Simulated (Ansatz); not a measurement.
**CH5AlO: density, localisation and related maps**

```xyz
8

Al   -1.2254   -0.2782    0.4823
O     0.3409   -0.3441   -0.7723
C     1.3667    0.2742   -0.5922
H    -0.5265    0.7401    1.5150
H    -2.3291    0.3153   -0.5032
H    -1.2965   -1.8154    0.8984
H     1.4854    0.9169    0.2921
H     2.1844    0.1911   -1.3199
```

The product side of a reaction path; geometry: PBE0-D4/def2-TZVP.

Computed with RKS PBE0-D4/def2-TZVPP in Ansatz 0.2.0.

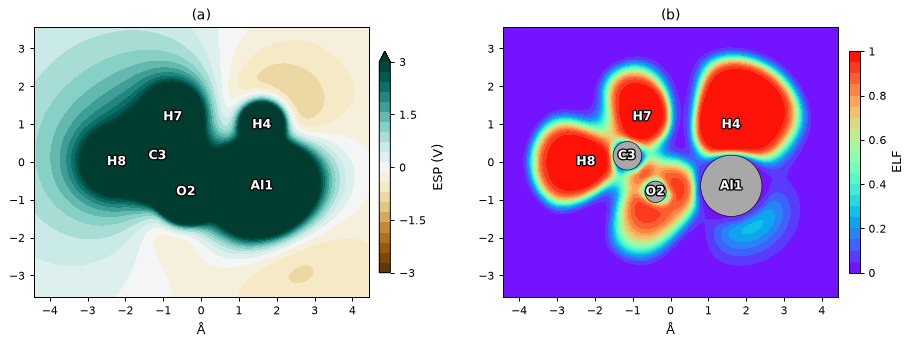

Figure 1. (a) electrostatic potential; (b) ELF on the plane of atoms H7, C3 and H8. Grey discs cover the atomic cores in the ELF map.

Question: What do the fields say about this system?

Answer:
- The plane passes through Al, O, C and H nuclei.
- C–O (1.21 Å): the ELF peaks at about 0.85 between the atoms (a multiple bond).
- Al–O (2.01 Å): the ELF peaks at about 0.90 in the valence shell of O, 0.6 Å from its nucleus, and is about 0.55 at the midpoint.
- C–H (1.10 Å): the ELF climbs to about 1 towards the hydrogen, as it does in any bond to H; a covalent bond by its length.
- Al–H (1.61 Å): the ELF climbs to about 1 towards the hydrogen.
- The ELF also peaks beside O2, away from the bonds: lone-pair regions.
- Outside the dense part of the molecule the potential is most negative (−1.0 V) near H4.

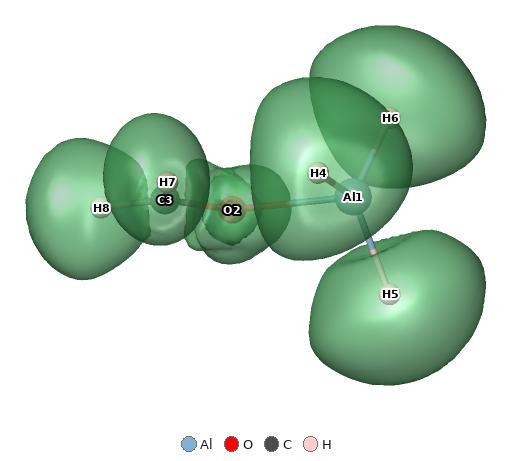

Figure 2. Isosurface of the electron localisation function at 0.75 (green), seen from one side. Core shells and regions of very low density are left out.

Question: Where are the electrons localised?

Answer: At this value the surface marks out five regions around hydrogen nuclei and one region on O in which the atom's valence shell and bonds are merged.

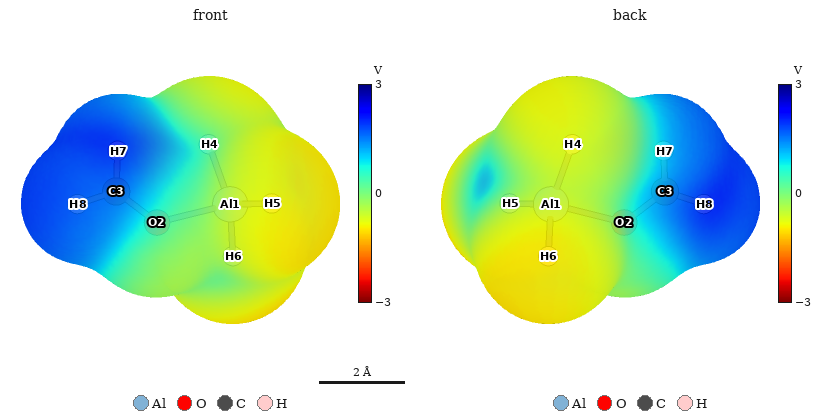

Figure 3. The molecular electrostatic potential painted on the density surface at 0.001 e/bohr³, seen from the front and from behind; the colour scale runs from red (negative) to blue (positive).

Question: Describe the electrostatic potential map.

Answer: The most negative region (about −1.0 V, or −23 kcal/mol for a unit charge) lies over H5 and H6, the most positive (about +2.0 V, or +46 kcal/mol for a unit charge) over the π face of C3.
